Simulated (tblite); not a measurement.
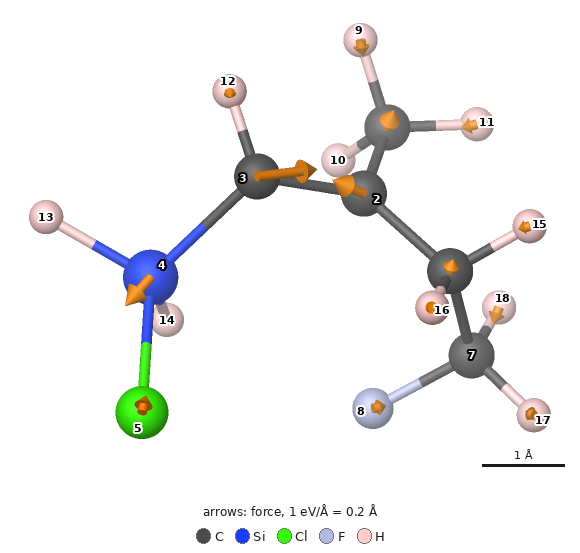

Starting geometry of C5H10ClFSi (charge +1, multiplicity 2) with the computed forces as orange arrows. A ball-and-stick model, seen at a tilt.

The calculation used GFN2-xTB geometry optimisation, gas phase in tblite 0.8.0. 

Question: Is this structure relaxed? If not, where do the atoms go?

Answer: It isn't relaxed: the largest force vector, on a C atom, is 4.55 eV/Å. The final displacements have little in common with the starting forces (cosine between the two patterns 0.18). After 98 geometry steps the energy has fallen by 30.1 kcal/mol. The atom that moves furthest after the best rigid fit is the Cl atom (1.02 Å). Largest moves by element: Cl 1.02 Å, H 0.98 Å, C 0.78 Å, Si 0.36 Å, F 0.33 Å. Near-neighbour distances that change, for instance: C–C 1.490 → 1.336 Å, Cl–Si 2.100 → 2.000 Å, C–Si 1.862 → 1.957 Å, C–H 1.127 → 1.088 Å. Bond angles that change, for instance: C–C–Si 113.1° → 128.4°, H–Si–H 107.0° → 116.8°, C–C–H 110.8° → 120.5°. Groups turn about C–C by about 20°. Cost: 3.3 s on 1 thread of AMD EPYC (shared host).
